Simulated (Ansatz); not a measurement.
**BiTe (space group P-3m1): frozen-phonon scan**

BiTe (space group P-3m1)

```yaml
crystal:
  lattice:
    - [4.38757, 0.00000, 0.00000]
    - [-2.19378, 3.79974, 0.00000]
    - [0.00000, 0.00000, 23.61264]
  atoms:
    - { symbol: Bi, position: [0.33333, 0.66667, 0.29183] }
    - { symbol: Bi, position: [0.66667, 0.33333, 0.70817] }
    - { symbol: Bi, position: [0.00000, 0.00000, 0.87558] }
    - { symbol: Bi, position: [0.00000, 0.00000, 0.12442] }
    - { symbol: Bi, position: [0.66667, 0.33333, 0.46486] }
    - { symbol: Bi, position: [0.33333, 0.66667, 0.53514] }
    - { symbol: Te, position: [0.33333, 0.66667, 0.05277] }
    - { symbol: Te, position: [0.66667, 0.33333, 0.94723] }
    - { symbol: Te, position: [0.00000, 0.00000, 0.63568] }
    - { symbol: Te, position: [0.00000, 0.00000, 0.36432] }
    - { symbol: Te, position: [0.66667, 0.33333, 0.20864] }
    - { symbol: Te, position: [0.33333, 0.66667, 0.79136] }
```

The atoms are displaced by Q × the pattern below (from a DFPT mode at Γ, largest move 1; Q in Å), at fixed cell. It is one choice among 2 degenerate patterns.

```json
[
 {"atom": "Bi1", "x": "0.000", "y": "-1.000", "z": "0.000"},
 {"atom": "Bi2", "x": "0.000", "y": "-1.000", "z": "0.000"},
 {"atom": "Bi3", "x": "0.000", "y": "0.599", "z": "0.000"},
 {"atom": "Bi4", "x": "0.000", "y": "0.599", "z": "0.000"},
 {"atom": "Bi5", "x": "0.000", "y": "0.511", "z": "0.000"},
 {"atom": "Bi6", "x": "0.000", "y": "0.511", "z": "0.000"},
 {"atom": "Te7", "x": "0.000", "y": "0.629", "z": "0.000"},
 {"atom": "Te8", "x": "0.000", "y": "0.629", "z": "0.000"},
 {"atom": "Te9", "x": "0.000", "y": "-0.738", "z": "0.000"},
 {"atom": "Te10", "x": "0.000", "y": "-0.738", "z": "0.000"},
 {"atom": "Te11", "x": "0.000", "y": "-0.072", "z": "0.000"},
 {"atom": "Te12", "x": "0.000", "y": "-0.072", "z": "0.000"}
]
```

These are LDA (plane waves to 420 eV, PAW, scalar-relativistic; Ansatz, a program for electronic structure) values and carry that method's errors. k mesh 7×7×2 (Γ-centred), Fermi-Dirac smearing 0.05 eV. The energy includes the smearing's −TS. Compression counts positive. BiTe was relaxed with its symmetry unable to fall. Spin-orbit coupling is left out, though Bi and Te are heavy. The zero of ΔE is the undisplaced structure.

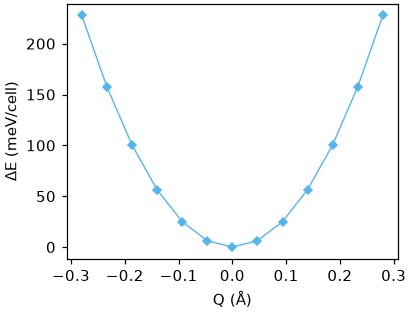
*ΔE (meV/cell) against Q (Å); markers are the computed points, lines only join them.*

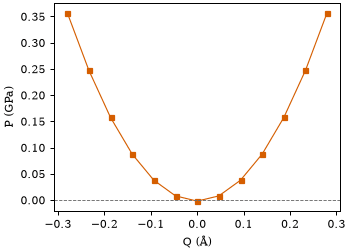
Figure. P (GPa) against Q (Å); one marker a computed point.

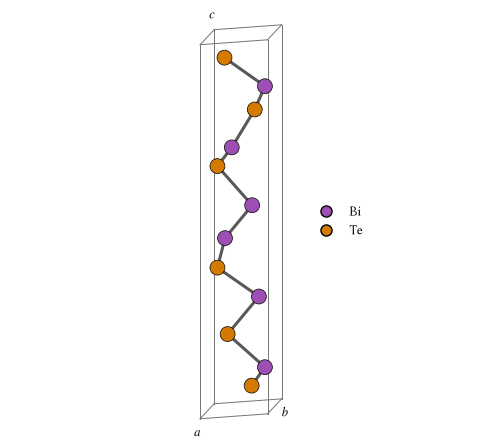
Figure. The cell of the calculation at Q = -0.280 Å.

Shape of the curve: a single well with its minimum at or next to zero displacement. Symmetry of the curve: even: the same for both signs. Harmonic wavenumber from the curvature (finite differences): 41 cm⁻¹. Wavenumber by perturbation theory (DFPT, on another k mesh): 41 cm⁻¹. Space group of the distorted cell: Cm (No. 8), lowered from P-3m1.

E″ = 5.74 eV/Å², M = Σ mᵢ|uᵢ|² = 918.6 u, ν̃ = 521.5·√(|E″|/M).

(A displaced cell: forces are minus the slopes of the energy, force constants its curvatures, and phonons follow from these.)
